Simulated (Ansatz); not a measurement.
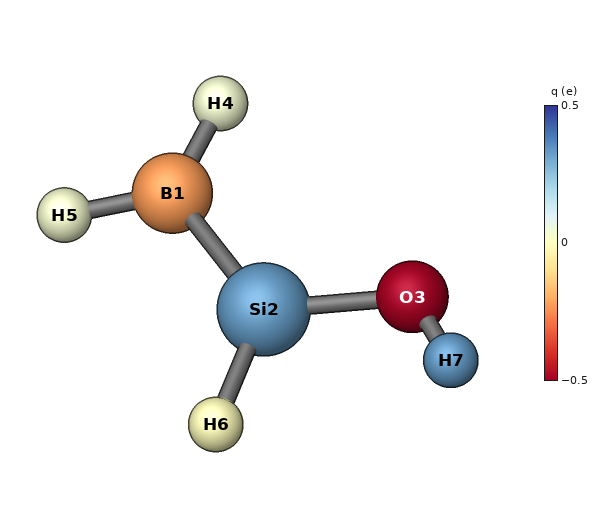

Atoms are coloured by their Mulliken charges. Charge 0, doublet. The geometry was computed by an optimisation with PBE0-D4/def2-TZVP. No frequency run is at hand to confirm it as a minimum. Properties computed with UKS PBE0-D4/def2-TZVP (Ansatz 0.2.0).

List the Mulliken charges.

```tsv
atom	value (e)
B1	−0.23
Si2	0.32
O3	−0.49
H4	0.03
H5	0.03
H6	−0.01
H7	0.33
```

Mulliken values depend strongly on the basis set and can even reverse the polarity of a bond.
